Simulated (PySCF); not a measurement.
# C4H10FNSi: what the fields show

The calculation's input:

```
{"job": {"kind": "uv", "xc": "CAM-B3LYP", "basis": "def2-SVPD", "nstates": 8, "ntriplets": 3}, "charge": 0, "multiplicity": 1}
C      2.514470     0.375934     1.338972
N      1.649845     0.450755     0.442357
Si     1.156297    -0.523034    -0.883883
C     -0.621351    -1.088800    -0.413046
F     -0.503711    -2.282750     0.302560
C     -1.440587    -0.113781     0.419326
C     -1.734480     1.166016    -0.347655
H      3.242741    -0.432490     1.440670
H      2.571833     1.163625     2.087319
H      1.901864    -1.740580    -1.214915
H      1.124202     0.426154    -1.994104
H     -1.178526    -1.362843    -1.316967
H     -2.376938    -0.600080     0.709115
H     -0.888145     0.119417     1.331631
H     -0.809494     1.690783    -0.572046
H     -2.244031     0.943126    -1.283080
H     -2.370989     1.820580     0.242758
```

Run with:

```sh
OMP_NUM_THREADS=1 python probes_run.py task.json out
```

Geometry: GFN2-xTB.

Computed with PySCF 2.14.0, CAM-B3LYP/def2-SVPD, SCF density, gas phase.

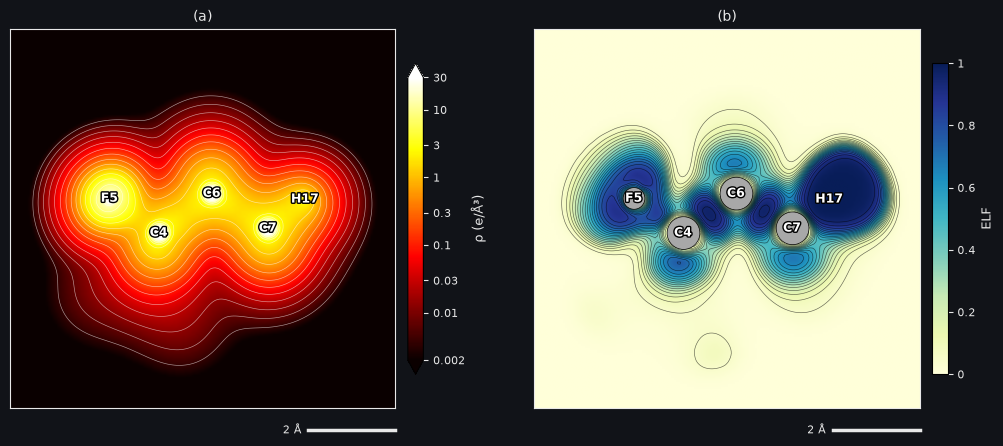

Figure 1. (a) total electron density; (b) electron localisation function on the plane of atoms C4, C6 and C7. Grey discs cover the atomic cores in the ELF map.

### Interpret the plot.

The plane passes through C, F and H nuclei.
C–F (1.40 Å): ρ at the midpoint is about 2 e/Å³, with its minimum of 1.5 e/Å³ about 0.5 Å from C; the ELF peaks at about 0.85 between the atoms; a polar covalent bond.
C–C (1.52 Å): the density is about 1.7 e/Å³ at the midpoint; the ELF peaks at about 0.95 between the atoms (a shared electron pair).
C–H (1.09 Å): ρ at the midpoint is about 2 e/Å³; the ELF climbs to about 1 towards the hydrogen, as it does in any bond to H: an ordinary covalent bond to hydrogen.
The ELF also peaks beside F5, away from the bonds: lone-pair regions.

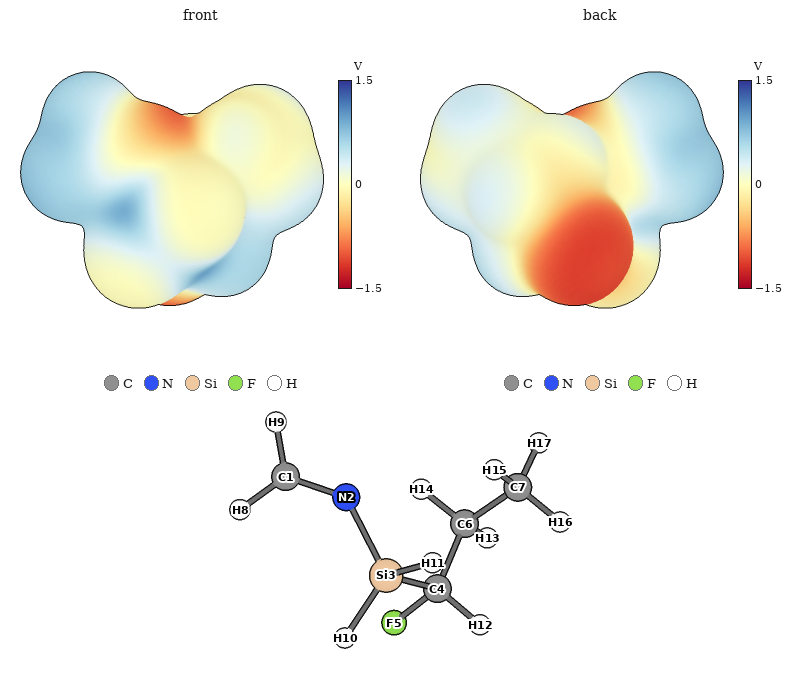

Figure 2. The molecular electrostatic potential painted on the density surface at 0.001 e/bohr³, seen from the front and from behind; red is negative and blue positive. The bare structure is drawn below in the same view.

### Which sites attract a positive test charge, and which a negative one?

A positive charge is drawn to the negative regions and a negative charge to the positive ones. The most negative region (about −1.1 V) lies over F5, the most positive (about +0.9 V) over Si3.
